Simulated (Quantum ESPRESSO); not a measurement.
Consider Ca3GeN (Pm-3m).

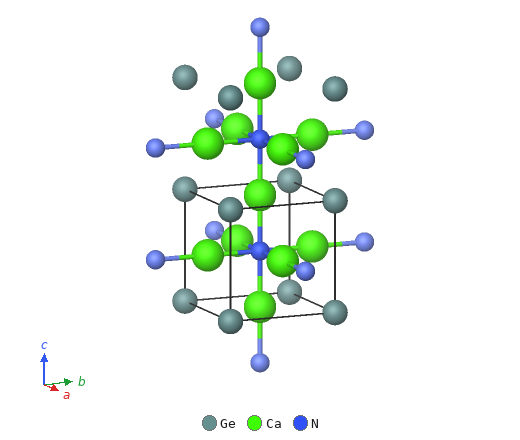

The structure (germanium teal, calcium green, nitrogen blue). 1×1×2 cells are drawn. Some periodic images of atoms are drawn too.

```xyz
5
Lattice="4.7573 0.0000 0.0000 0.0000 4.7573 0.0000 0.0000 0.0000 4.7573" Properties=species:S:1:pos:R:3 pbc="T T T"
Ge    0.0000    0.0000    0.0000
Ca    2.3786    2.3786    0.0000
Ca    2.3786    0.0000    2.3786
Ca    0.0000    2.3786    2.3786
N     2.3786    2.3786    2.3786
```

Absorber: atom 5, with 6 Ca at 2.38 Å (octahedral, site symmetry m-3m). Method: Quantum ESPRESSO XSpectra, LDA, excited-electron core hole (neutral cell), 10-atom cell with 6.7 Å between holes, 6×6×6 k points, dipole transitions, Lorentzian half width 0.3 eV up to 4 eV, rising linearly to 2.5 eV at 25 eV.

Predict the near-edge structure at the N K edge.

Main maxima up to 24 eV above the zero (height): 2.9 eV (1.56), 4.6 eV (1.57), 6.4 eV (1.99) and 16.3 eV (0.84). A K edge sees empty p states on the absorber. The total-energy difference is 398.03 eV. One term is added: -7.76 eV, since the hole is spin-paired here and a spin-polarised one costs that much less in the free atom (computed apart). The photon energy is then 390.27 eV. The functional leaves an error in such absolute values: in the free atom LDA prices this hole 3.5 eV below PBE (computed apart), and PBE is itself good to a few eV.

The N K spectrum (energy from the energy zero of the input (xe0, at the border of filled and empty states); intensity scaled to a mean of 1 over the first 20 eV; the points at xe0, where the cut of filled states can leave a spike, are interpolated):

```tsv
E (eV)	intensity
-2.0	0.03
-0.5	0.07
1.0	0.14
2.5	1.24
4.0	1.11
5.5	1.31
7.0	1.87
8.5	1.61
10.0	1.10
11.5	0.71
13.0	0.71
14.5	0.75
16.0	0.84
17.5	0.80
19.0	0.75
20.5	0.75
22.0	0.79
23.5	0.81
25.0	0.82
26.5	0.81
28.0	0.77
29.5	0.75
31.0	0.72
```

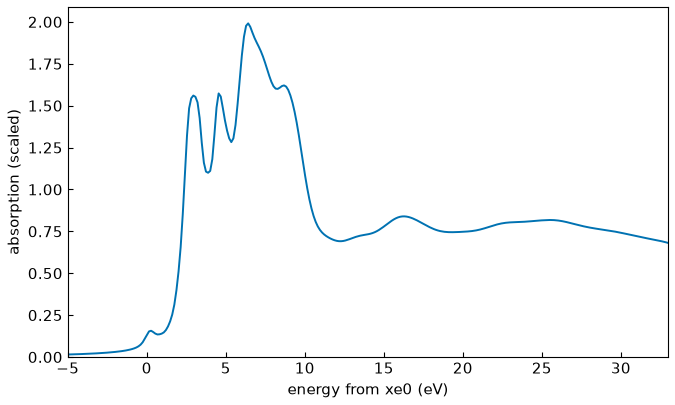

The N K edge.

Lifetime broadening is put in by hand, and intensities beyond about 20 eV depend on it and on the partial waves. The structure is a published determination, not relaxed.

[Banner, clock and machine lines of the logs are left out without a mark of their own.]

[Logs are printed without paths, hosts, clocks, repeated set-up lines and the standing remarks that a program may print on its own settings, such as how far it seeks lower states.]

[Hosts, paths, dates, database ids (printed as entryN), source tags and the programs' standing remarks are cut or masked in the printed files.]

[Lists of maxima count a maximum above −3 eV only where it reaches 4 % of the highest in the window and stands out from its surroundings by 2 % of it (1.5 % where it reaches 55 %); shoulders and weaker maxima are passed over, and of the rest the first, up to two pre-edge ones and the few strongest are named.]
